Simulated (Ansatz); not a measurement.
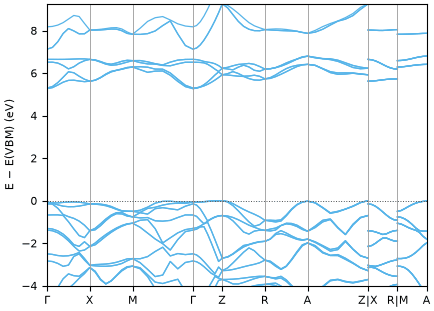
Band structure from r²SCAN with spin–orbit coupling (plane waves, PAW; program Ansatz)

The gap is 5.27 eV; an edge lies off the plotted path or next to a special point (maximum on the Γ–Z line, 97 % of the way from Γ, minimum at Γ).

The material is HfO2 in space group P4_2/nmc (No. 137; Hf on 2a, O on 4d).

This is a known high-temperature phase of the composition, computed here at zero pressure and temperature. Symmetry was held in the r²SCAN relaxation; its stability against distortions is not shown here. The run is not spin-polarised.

Potentials: the earlier of the program's two PAW sets. The files were generated under PBE; for other functionals the program regenerates the frozen cores, and for LDA and PBEsol the local potential too.
